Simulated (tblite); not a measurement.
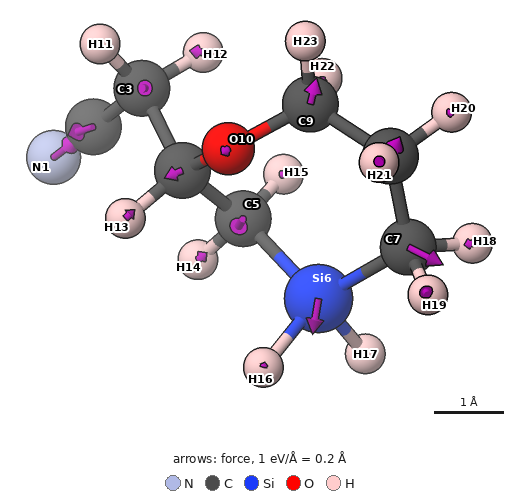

Starting geometry of C7H13NOSi with the computed forces as purple arrows. A ball-and-stick model, seen at a tilt.

These are results of GFN2-xTB geometry optimisation, gas phase (tblite), not measurements. 

Is this structure relaxed? If not, where do the atoms go?

It isn't relaxed: the largest force vector, on the N atom, is 3.57 eV/Å. The final displacements have little in common with the starting forces (cosine between the two patterns 0.14). After 73 geometry steps the energy has fallen by 0.934 eV. An H atom moves most after the best rigid fit: 0.75 Å. Largest moves by element: H 0.75 Å, N 0.39 Å, C 0.27 Å, Si 0.21 Å, O 0.10 Å. Near-neighbour distances that change, for instance: C–Si 1.824 → 1.908 Å, C–C 1.472 → 1.526 Å, C–H 1.136 → 1.090 Å, C–O 1.378 → 1.418 Å. Among the angles between lasting bonds that change: C–Si–C 116.3° → 108.7°, H–Si–H 103.8° → 110.5°, C–C–H 104.2° → 110.7°. Groups turn about C–Si by about 35°, C–C by about 35°. The run took 0.65 s on 1 thread of Arm Neoverse V2, with other jobs on the host.
